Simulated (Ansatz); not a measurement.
Consider Ga3S2.

```xyz
5
Lattice="4.3357 0.0000 0.0000 -2.1678 3.7548 0.0000 0.0000 0.0000 6.7495" Properties=species:S:1:pos:R:3 pbc="T T T"
Ga    2.1679    1.2516    1.3987
Ga    2.1679    1.2516    5.3508
Ga    0.0000    0.0000    3.3748
S     0.0000    0.0000    0.0000
S     0.0000    2.5032    3.3748
```

Space group P-6m2; a structure generated by program, which may or may not match a known phase; computed without spin polarisation.

The calculation used DFT PBE, scalar-relativistic, plane waves, PAW in Ansatz.

What will maps of the valence pseudo-density and electron localisation function show?

Ga–S (2.50 Å): the density is about 0.39 e/Å³ at the midpoint; the ELF peaks at about 0.85 in the valence shell of S, 0.8 Å from its nucleus, and is about 0.55 at the midpoint.

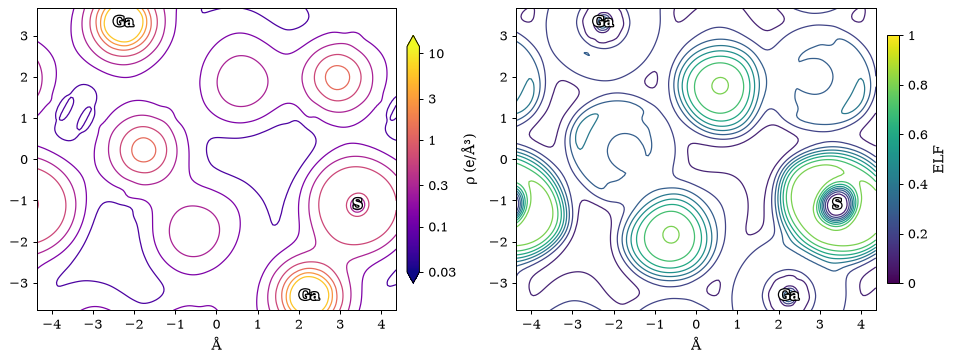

Computed valence pseudo-density and electron localisation function on the (111) plane of the conventional cell, in this order. Atoms just off the plane (Ga, 0.6 Å away) can leave unmarked features too.

Core electrons are frozen (PAW), and the valence fields are smoothed inside the atomic spheres.
